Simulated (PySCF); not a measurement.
**[AsF4]+: structure of the singlet**

Where does singlet [AsF4]+ go from a PBE0 minimum start, is the end point a minimum, and what are its modes, charges and moments?

The runs use PySCF 2.14.0; PBE0, basis As def2-TZVP, F def2-TZVP, no relativity, density fitting.

### 1 Starting geometry

5 atoms, charge 1, spin multiplicity 1.

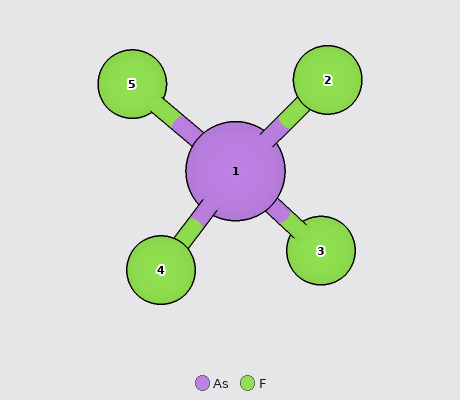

Start geometry, drawn with arsenic purple, fluorine green; atoms are numbered from 1 in the order of the file.

Coordinates in bohr (charge 1 multiplicity 1):
```
As    0.0000    0.0000    0.0000
F    -1.7790    1.7790    1.7790
F    -1.7790   -1.7790   -1.7790
F     1.7790    1.7790   -1.7790
F     1.7790   -1.7790    1.7790
```

### 2 The SCF at the typed geometry

The steps below are one call of a driver around PySCF. For each, scf.py gives the equivalent set-up of the SCF; relaxations use the driver's own optimiser. After this first run the driver tries any further starts and a stability analysis.

Contents of scf.py:

```python
from pyscf import gto, scf, dft
mol = gto.M(atom='''
As    -0.000000     0.000000    -0.000000
F     -0.941390     0.941390     0.941390
F     -0.941390    -0.941390    -0.941390
F      0.941390     0.941390    -0.941390
F      0.941390    -0.941390     0.941390''',
    basis={'As': 'def2-TZVP', 'F': 'def2-TZVP'},
    charge=1, spin=0)
mf = dft.RKS(mol, xc='PBE0')
mf.grids.atom_grid = (50, 194)
aux = {'As': 'def2-universal-JKFIT', 'F': 'def2-universal-JKFIT'}
mf = mf.density_fit(auxbasis=aux)
mf.conv_tol = 1e-08
mf.diis_space = 10
mf.max_cycle = 60
mf.init_guess = 'minao'
mf.verbose = 4
mf.kernel()
```

Run with:

```bash
OMP_NUM_THREADS=4 python axn.py task.json out
```

Output:

```text
init E= -2634.91913597596
  HOMO = -0.53584870397185  LUMO = -0.14118133253853  gap/eV = 10.73945
cycle= 1 E= -2634.27260598483  delta_E= 0.647  |g|= 1.14  |ddm|= 2.67
  HOMO = -0.715041050254031  LUMO = -0.410355096203681  gap/eV = 8.29093
cycle= 2 E= -2634.01713600621  delta_E= 0.255  |g|= 1.85  |ddm|= 1.72
  HOMO = -0.774194111301438  LUMO = -0.3908690034608  gap/eV = 10.43081
cycle= 3 E= -2634.46915669017  delta_E= -0.452  |g|=  0.1  |ddm|= 0.96
  HOMO = -0.754992031179201  LUMO = -0.367564832177742  gap/eV = 10.54243
cycle= 4 E= -2634.47032675142  delta_E= -0.00117  |g|= 0.0304  |ddm|= 0.0558
  HOMO = -0.756360631719855  LUMO = -0.367257896245285  gap/eV = 10.58802
cycle= 5 E= -2634.47041546843  delta_E= -8.87e-05  |g|= 0.00574  |ddm|= 0.0138
  HOMO = -0.756641283581218  LUMO = -0.367814424238041  gap/eV = 10.58052
cycle= 6 E= -2634.47042007144  delta_E= -4.6e-06  |g|= 0.000508  |ddm|= 0.00413
  HOMO = -0.756693730629538  LUMO = -0.367866955572019  gap/eV = 10.58052
cycle= 7 E= -2634.47042009839  delta_E= -2.7e-08  |g|= 3.46e-05  |ddm|= 0.000268
  HOMO = -0.756691903809383  LUMO = -0.367862512936071  gap/eV = 10.58059
cycle= 8 E= -2634.47042009864  delta_E= -2.48e-10  |g|= 7.09e-06  |ddm|= 2.91e-05
  HOMO = -0.756691329454062  LUMO = -0.367862883217668  gap/eV = 10.58056
Extra cycle  E= -2634.47042009862  delta_E= 1.18e-11  |g|= 1.1e-05  |ddm|= 1.1e-05
converged SCF energy = -2634.47042009862
```

This step, with its further starts and checks, took 15 s on 4 threads of Arm Neoverse V2, shared host.

No lower closed-shell solution turned up in the test of internal stability.

### 3 Relaxation: PBE0 minimum start, singlet

The program finds Td symmetry in the start, which this walk keeps.

scf.py: that of step 2 with these lines changed.

```diff
@@ -3 +3 @@
-As    -0.000000     0.000000    -0.000000
+As     0.000000     0.000000     0.000000
@@ -17 +16,0 @@
-mf.init_guess = 'minao'
```

Steps of the walk:

| step | energy (Eh) | change (kJ/mol) | largest symmetric gradient (Eh/bohr) |
| --- | --- | --- | --- |
| 0 | -2634.470420 | 0.00 | 0.00022 |

The walk took 2.4 s.

Positions (Å) and forces (eV/Å) along the way:

```
step 0
As   0.000   0.000   0.000   0.000   0.000   0.000
F   -0.941   0.941   0.941  -0.011   0.011   0.011
F   -0.941  -0.941  -0.941  -0.011  -0.011  -0.011
F    0.941   0.941  -0.941   0.011   0.011  -0.011
F    0.941  -0.941   0.941   0.011  -0.011   0.011
```

After 0 steps and 0.0 kJ/mol it ends at Td: As–F 1.631 Å (×4); F–As–F 109.5° (×6).

### 4 Frequencies

The point is checked on the finer grid, and tightened if its gradient asks for it. The Hessian and the dipole derivatives come from central differences of analytic gradients, with steps of 0.02 bohr.

scf.py: that of step 3 with these lines changed.

```diff
@@ -3 +3 @@
-As     0.000000     0.000000     0.000000
+As    -0.000000     0.000000     0.000000
@@ -11 +11 @@
-mf.grids.atom_grid = (50, 194)
+mf.grids.atom_grid = (75, 302)
@@ -14 +14 @@
-mf.conv_tol = 1e-08
+mf.conv_tol = 1e-10
```

This SCF starts from the last density.

Log of the central SCF (cycles and frontier levels):

```text
init E= -2634.4701989715
  HOMO = -0.756707975736634  LUMO = -0.367879022197599  gap/eV = 10.58057
cycle= 1 E= -2634.47019897154  delta_E= -3.55e-11  |g|= 1.74e-06  |ddm|= 1.57e-06
  HOMO = -0.75670772664689  LUMO = -0.367878951398218  gap/eV = 10.58057
Extra cycle  E= -2634.47019897152  delta_E= 2e-11  |g|= 2.37e-06  |ddm|= 1.92e-06
converged SCF energy = -2634.47019897152
```

The whole step took 33 s.

Geometry: Td; As–F 1.631 Å (×4); F–As–F 109.5° (×6).

Harmonic modes (main isotopes):

```csv
symmetry,ω (cm⁻¹),IR (km/mol)
e,230,0.0
t2,301,112
a1,805,0.0
t2,910,258
```

No imaginary mode, so this is a minimum.

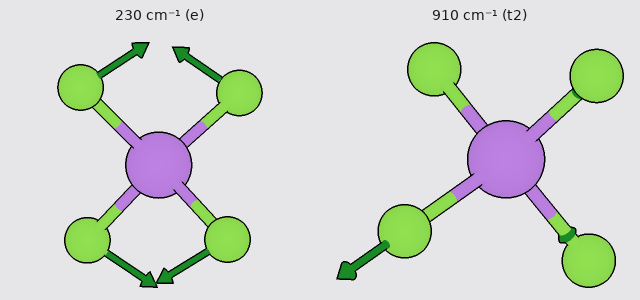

Displacements of 2 of the modes, as arrows (one member where a mode is degenerate).

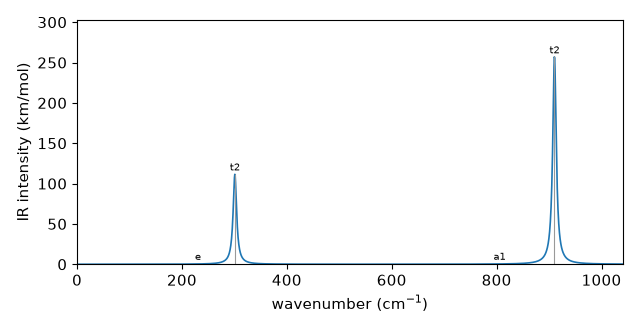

The harmonic infrared spectrum (widths in cm⁻¹). Lines are broadened to a width of 8 cm⁻¹ (Lorentzian).

Constants and moments:

```yaml
Dipole_moment_about_the_centre_of_mass: 0.00 D
Highest_occupied_level: -20.59 eV
Lowest_empty_level: -10.01 eV
Rotational_constants: 0.1252, 0.1252, 0.1252 cm⁻¹
Zero-point_energy: 29.3 kJ/mol
Principal_polarisabilities: 22.4, 22.4, 22.4 bohr³
Principal_traceless_quadrupole_moments_about_the_centre_of_mass: 0.00, 0.00, 0.00 D Å
Entropy_at_298.15_K_and_1_bar: 296.4 J/(mol K)
Heat_capacity_Cp_at_298.15_K: 78.0 J/(mol K)
Enthalpy_at_298.15_K_above_0_K: 16.53 kJ/mol
Rotational_symmetry_number: 12
```

Populations by atom (charges in e):

| atom | Mulliken | Löwdin | polar tensor | Mayer order to As1 |
| --- | --- | --- | --- | --- |
| As1 | 1.53 | 0.78 | 2.64 | – |
| F2,3,4,5 | -0.13 | 0.06 | -0.41 | 1.24 |

Mulliken populations on As1: s 7.02, p 13.54, d 10.70, f 0.21.

### 5 Outcome

| quantity | value |
| --- | --- |
| minimum | singlet, Td |
| geometry | As–F 1.631 Å (×4); F–As–F 109.5° (×6) |
| wavenumbers (cm⁻¹) | 230 (e), 301 (t2), 805 (a1), 910 (t2) |
| dipole moment (centre of mass) | 0.00 D |
| highest occupied, lowest empty level | -20.59, -10.01 eV |
| polar-tensor charge of As1 | +2.64 e |
| zero-point energy | 29.3 kJ/mol |
| entropy at 298.15 K | 296.4 J/(mol K) |

**Reading.** The molecule stays Td, as typed, and the end point is a minimum. In the infrared the band at 910 cm⁻¹ (t2, stretch) leads. Only this shape and spin were tried, so other structures or states may lie lower.

The search up to here took 50 s.
